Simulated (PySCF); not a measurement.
# C5H12S (SMILES CSC(C)(C)C): levels of theory compared

Wanted: a comparison of 6 runs (BLYP/6-31G*, PBE/6-31G*, SVWN5/6-31G*, TPSS/6-31G*, revPBE/6-31G*, CCSD(T)/6-31G*) of C5H12S. The job is set up through a Python script.

The calculation is run with PySCF 2.14.0.

1 further run of the same task is left out (set aside as unsound or not needed).

## 1. The molecule

The species is C5H12S (18 atoms), meant as a singlet with charge 0. As SMILES, `CSC(C)(C)C`. The C1–H8 distance was set to 1.964 Å, away from the relaxed value. At this shape a bond of the SMILES string is far longer than usual.

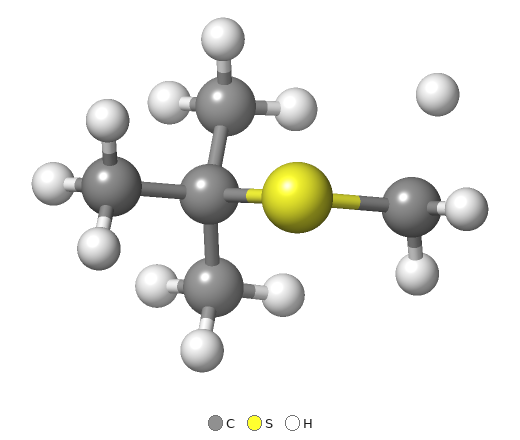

Viewed from a chosen angle; carbon grey, sulfur yellow, hydrogen white.

## 2. The energy at BLYP/6-31G(d) (spherical functions) (run 1)

Input file run.py:

```python
from pyscf import gto, dft

system = gto.M(
    atom=[
    ('C', (-1.264739, -1.156162, -1.939746)),
    ('S', (-1.129299, 0.625098, -1.761766)),
    ('C', (0.302831, 0.830738, -0.635926)),
    ('C', (1.569271, 0.260688, -1.257256)),
    ('C', (0.432921, 2.340718, -0.477496)),
    ('C', (0.029241, 0.186458, 0.714994)),
    ('H', (-0.377129, -1.592072, -2.400186)),
    ('H', (-1.638550, -2.044600, -0.229110)),
    ('H', (-2.112639, -1.325302, -2.604826)),
    ('H', (1.501431, -0.820902, -1.391936)),
    ('H', (1.766501, 0.716558, -2.229126)),
    ('H', (2.425391, 0.455168, -0.603016)),
    ('H', (0.617281, 2.823158, -1.440046)),
    ('H', (1.270851, 2.570688, 0.186604)),
    ('H', (-0.473509, 2.770808, -0.045416)),
    ('H', (-0.880639, 0.590058, 1.162704)),
    ('H', (0.865141, 0.378518, 1.395584)),
    ('H', (-0.079949, -0.896862, 0.630944)),
],
    charge=0,
    spin=0,
    basis='6-31g*',
    max_memory=1860,
    verbose=3,
)

myscf = dft.RKS(system)
myscf.xc = 'blyp'
myscf.conv_tol = 1e-10
myscf.grids.level = 5
myscf.kernel()
if not myscf.converged:
    myscf = myscf.newton().run(myscf.mo_coeff, myscf.mo_occ)

etot = myscf.e_tot
print('E = %.10f Eh' % etot)
```

Command:

```
OMP_NUM_THREADS=1 python run.py
```

The program printed:

```text
converged SCF energy = -595.669084041601
E = -595.6690840416 Eh
```

Run time: 55 s. Hardware: 1 thread of Intel Xeon at 2.70GHz, shared host; peak memory 0.63 GiB.

## 3. A single-point energy at PBE/6-31G(d) (spherical functions) (run 2)

Input file input.py:

```python
from pyscf import gto, dft

molecule = gto.M(
    atom='''
C     -2.390010    -2.184830    -3.665589
S     -2.134066     1.181264    -3.329255
C      0.572268     1.569867    -1.201726
C      2.965492     0.492629    -2.375870
C      0.818102     4.423316    -0.902337
C      0.055257     0.352355     1.351143
H     -0.712671    -3.008580    -4.535694
H     -3.096411    -3.863734    -0.432955
H     -3.992309    -2.504458    -4.922408
H      2.837293    -1.551280    -2.630378
H      3.338203     1.354098    -4.212438
H      4.583325     0.860143    -1.139535
H      1.166492     5.334995    -2.721293
H      2.401560     4.857896     0.352630
H     -0.894802     5.236068    -0.085824
H     -1.664167     1.115048     2.197192
H      1.634880     0.715295     2.637272
H     -0.151082    -1.694824     1.192311
''',
    unit='bohr',
    max_memory=1860,
    basis='6-31g*',
    spin=0,
    verbose=3,
)

mf = dft.RKS(molecule)
mf.xc = 'pbe'
mf.conv_tol = 1e-10
mf.grids.level = 5
mf.kernel()
if not mf.converged:
    mf = mf.newton().run(mf.mo_coeff, mf.mo_occ)

e_final = mf.e_tot
print('E(%s) = %.9f' % ('PBE', e_final))
```

Command:

```
OMP_NUM_THREADS=1 python input.py
```

The program printed:

```text
converged SCF energy = -595.352455548127
E(PBE) = -595.352455548
```

It took 52 s on 1 thread of Intel Xeon at 2.70GHz, shared host; peak memory 0.63 GiB.

Runs 3 to 4 aren't shown in full; the table further down has their settings and results.

## 4. A single-point energy at revPBE/6-31G(d) (spherical functions) (run 5)

Input file run.py:

```python
from pyscf import gto, dft

mol = gto.Mole()
mol.atom = '''
C     -2.390010    -2.184830    -3.665589
S     -2.134066     1.181264    -3.329255
C      0.572268     1.569867    -1.201726
C      2.965492     0.492629    -2.375870
C      0.818102     4.423316    -0.902337
C      0.055257     0.352355     1.351143
H     -0.712671    -3.008580    -4.535694
H     -3.096411    -3.863734    -0.432955
H     -3.992309    -2.504458    -4.922408
H      2.837293    -1.551280    -2.630378
H      3.338203     1.354098    -4.212438
H      4.583325     0.860143    -1.139535
H      1.166492     5.334995    -2.721293
H      2.401560     4.857896     0.352630
H     -0.894802     5.236068    -0.085824
H     -1.664167     1.115048     2.197192
H      1.634880     0.715295     2.637272
H     -0.151082    -1.694824     1.192311
'''
mol.max_memory = 1860
mol.unit = 'bohr'
mol.verbose = 3
mol.basis = '6-31g*'
mol.charge = 0
mol.build()

calc0 = dft.RKS(mol, xc='revpbe')
calc0.grids.level = 5
calc0.conv_tol = 1e-10
calc0.kernel()
if not calc0.converged:
    calc0 = calc0.newton().run(calc0.mo_coeff, calc0.mo_occ)

etot = calc0.e_tot
print('Final energy', etot)
```

Command:

```
OMP_NUM_THREADS=1 python run.py
```

The program printed:

```text
converged SCF energy = -595.674831753236
Final energy -595.6748317532356
```

Wall time 54 s (1 thread of Intel Xeon at 2.70GHz, shared host); peak memory 0.63 GiB.

## 5. A single-point energy at CCSD(T)/6-31G(d) (spherical functions) (run 6)

Input file calc.py:

```python
from pyscf import gto, scf, cc

mol = gto.M(
    atom='''
C       -1.264739      -1.156162      -1.939746
S       -1.129299       0.625098      -1.761766
C        0.302831       0.830738      -0.635926
C        1.569271       0.260688      -1.257256
C        0.432921       2.340718      -0.477496
C        0.029241       0.186458       0.714994
H       -0.377129      -1.592072      -2.400186
H       -1.638550      -2.044600      -0.229110
H       -2.112639      -1.325302      -2.604826
H        1.501431      -0.820902      -1.391936
H        1.766501       0.716558      -2.229126
H        2.425391       0.455168      -0.603016
H        0.617281       2.823158      -1.440046
H        1.270851       2.570688       0.186604
H       -0.473509       2.770808      -0.045416
H       -0.880639       0.590058       1.162704
H        0.865141       0.378518       1.395584
H       -0.079949      -0.896862       0.630944
''',
    spin=0,
    charge=0,
    verbose=3,
    basis='6-31g*',
    max_memory=1860,
)

hf = scf.RHF(mol)
hf.conv_tol = 1e-10
hf.kernel()
if not hf.converged:
    hf = hf.newton().run(hf.mo_coeff, hf.mo_occ)

mycc = cc.CCSD(hf, frozen=10)
mycc.kernel()
e_t = mycc.ccsd_t()
e_final = mycc.e_tot + e_t
print('E = %.10f Eh' % e_final)
```

Command:

```
OMP_NUM_THREADS=1 python calc.py
```

The program printed:

```text
converged SCF energy = -593.690248627593
E(CCSD) = -594.576325453147  E_corr = -0.8860768255538983
CCSD(T) correction = -0.0311832602733477
E = -594.6075087134 Eh
```

Wall time 2.2 min (1 thread of Intel Xeon at 2.70GHz, shared host); peak memory 1 GiB.

## 6. The series

```csv
run,level,integration grid,frozen core orbitals,energy (Eh),dipole moment (D) of the reference,HOMO energy (eV),LUMO energy (eV),wall time
1,BLYP/6-31G* (spherical functions),5,–,-595.669084,1.56,-4.93,-2.09,55 s
2,PBE/6-31G* (spherical functions),5,–,-595.352456,1.56,-5.09,-2.21,52 s
3,SVWN5/6-31G* (spherical functions),5,–,-592.550401,1.50,-5.13,-2.27,32 s
4,TPSS/6-31G* (spherical functions),5,–,-595.874847,1.62,-5.24,-2.18,96 s
5,revPBE/6-31G* (spherical functions),5,–,-595.674832,1.59,-5.07,-2.18,54 s
6,CCSD(T)/6-31G* (spherical functions),–,10,-594.607509,1.57,-8.68,2.20,2.2 min
```

## 7. Results

| quantity | value |
| --- | --- |
| run 6: total energy | -594.60751 Eh |
| run 6: dipole moment (Hartree–Fock density) | 1.57 D |
| run 6: HOMO energy (Hartree–Fock orbitals) | -8.68 eV |
| run 6: LUMO energy (Hartree–Fock orbitals) | 2.20 eV |
| run 6: HOMO–LUMO gap (Hartree–Fock orbitals) | 10.88 eV |
| run 6: correlation energy (10 core orbitals frozen) | -917.3 mEh |
| run 6: (T) correction | -31.18 mEh |
| run 6: T1 diagnostic | 0.013 |

In words: Over runs 1, 2, 3, 4, 5 the dipole moment (its size) runs from 1.50 D (SVWN5/6-31G*) to 1.62 D (TPSS/6-31G*). Over runs 1, 2, 3, 4, 5 the HOMO–LUMO gap runs from 2.84 eV (BLYP/6-31G*) to 3.07 eV (TPSS/6-31G*). Totals of different functionals can't be ranked against each other. In runs 1, 2, 3, 4, 5, 6 a closed-shell determinant meets a far-stretched bond, which it describes badly. All runs together took 7.1 min, the longest 2.2 min.
